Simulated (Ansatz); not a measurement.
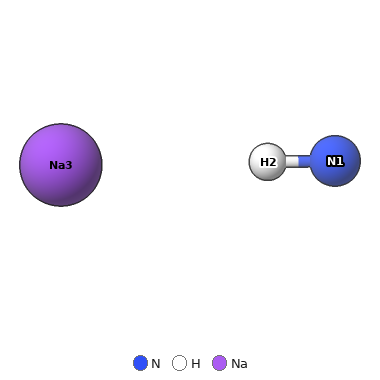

The system is N + HNa, spin multiplicity 4; the picture shows the reference structure. Coordinates scanned: (1) distance N1–H2; (2) distance H2–Na3. Nothing is relaxed (the angle N1–H2–Na3 is fixed at 180 degrees). Grid: 13 × 13 points. Energies are in eV, from the lowest grid point. In part of the range the unrestricted reference is strongly spin-contaminated. Computed with Ansatz 0.2.0, UKS BHLYP-D4/aug-cc-pVTZ.

Its coordinates:

```yaml
atoms:
  - { symbol: N, position_ang: [-1.0500, 0.0000, 0.0000] }
  - { symbol: H, position_ang: [0.0000, 0.0000, 0.0000] }
  - { symbol: Na, position_ang: [3.2270, 0.0000, 0.0000] }
```

Range: distance N1–H2 from 0.816 to 3.216 Å; distance H2–Na3 from 1.576 to 3.976 Å.

**What will the energy surface look like?**

The lowest grid point is at distance N1–H2 = 1.050 Å, distance H2–Na3 = 3.227 Å. Other grid points that lie below all their neighbours: distance N1–H2 = 2.710 Å, distance H2–Na3 = 1.810 Å (1.77 eV higher). The highest grid point, distance N1–H2 = 3.216 Å, distance H2–Na3 = 3.976 Å, lies 3.42 eV above the lowest. On the interpolated surface the lowest path from the side where the first distance is long, about distance N1–H2 = 2.98 Å, distance H2–Na3 = 1.88 Å, to the side where the second distance is long, about distance N1–H2 = 1.02 Å, distance H2–Na3 = 3.74 Å, has its top at about distance N1–H2 = 1.90 Å, distance H2–Na3 = 1.92 Å, about 0.039 eV above the start and 1.8 eV above the end.

```tsv
distance H2–Na3 ↓, distance N1–H2 →	0.816	0.911	1.050	1.212	1.391	1.585	1.791	2.007	2.233	2.467	2.710	2.959	3.216
3.976	1.47	0.36	0.01	0.46	1.30	2.17	2.77	3.09	3.25	3.34	3.38	3.40	3.42
3.719	1.47	0.36	0.00	0.45	1.28	2.13	2.71	3.01	3.17	3.25	3.29	3.31	3.32
3.470	1.47	0.36	0.00	0.44	1.25	2.07	2.63	2.92	3.06	3.13	3.17	3.19	3.20
3.227	1.48	0.36	0.00	0.43	1.22	2.01	2.52	2.79	2.92	2.98	3.01	3.03	3.04
2.993	1.50	0.37	0.01	0.42	1.19	1.93	2.40	2.63	2.74	2.79	2.82	2.84	2.85
2.767	1.53	0.40	0.02	0.42	1.15	1.83	2.25	2.44	2.53	2.56	2.58	2.60	2.61
2.551	1.57	0.44	0.06	0.44	1.12	1.74	2.08	2.23	2.29	2.31	2.32	2.32	2.33
2.345	1.67	0.52	0.12	0.48	1.13	1.66	1.94	2.03	2.06	2.07	2.07	2.08	2.08
2.151	1.80	0.66	0.25	0.58	1.17	1.64	1.84	1.89	1.90	1.89	1.89	1.90	1.90
1.972	1.95	0.80	0.39	0.70	1.25	1.64	1.79	1.80	1.79	1.78	1.77	1.78	1.78
1.810	2.14	1.00	0.58	0.88	1.40	1.74	1.83	1.81	1.79	1.77	1.77	1.77	1.77
1.671	2.39	1.24	0.83	1.14	1.64	1.94	1.99	1.96	1.92	1.90	1.89	1.89	1.90
1.576	2.62	1.48	1.07	1.39	1.89	2.17	2.21	2.16	2.12	2.09	2.09	2.09	2.09
```

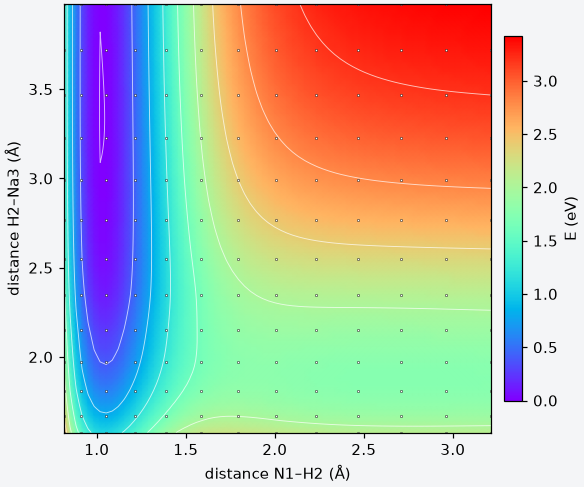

The picture shows a smooth colour map with a few white contour lines, dots at the grid points. Between grid points the surface is interpolated.

The whole map (169 points run) took 18 min on 1 thread of Arm Neoverse V1, with other jobs on the host.
